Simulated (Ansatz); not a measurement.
```xyz
13

C    -1.4510    0.4856    1.4553
Si   -0.7204   -1.0116    0.5397
Si    1.3593   -0.4095   -0.3843
As    0.9730    1.5563   -1.7153
H    -0.7855    0.7968    2.2860
H    -1.5653    1.3465    0.7653
H    -2.4473    0.2433    1.8784
H    -1.6331   -1.4313   -0.5862
H    -0.5694   -2.1869    1.4738
H     2.3171   -0.0161    0.7134
H     1.9840   -1.5321   -1.1730
H     2.3187    1.4045   -2.4536
H     0.2404    0.7198   -2.7845
```

Method: Ansatz 0.2.0, RKS revPBE-D4/def2-SVP.

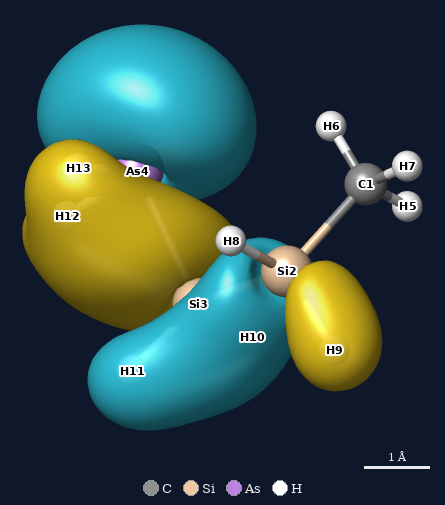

CH₉AsSi₂. The HOMO at ±0.06 Å⁻³ᐟ² (yellow and cyan are the two phases), seen at a tilt.

Describe this orbital and give its energy.

Answer. It lies mainly on As4 (about 65 %) and Si3 (about 20 %). Its energy is −6.34 eV.
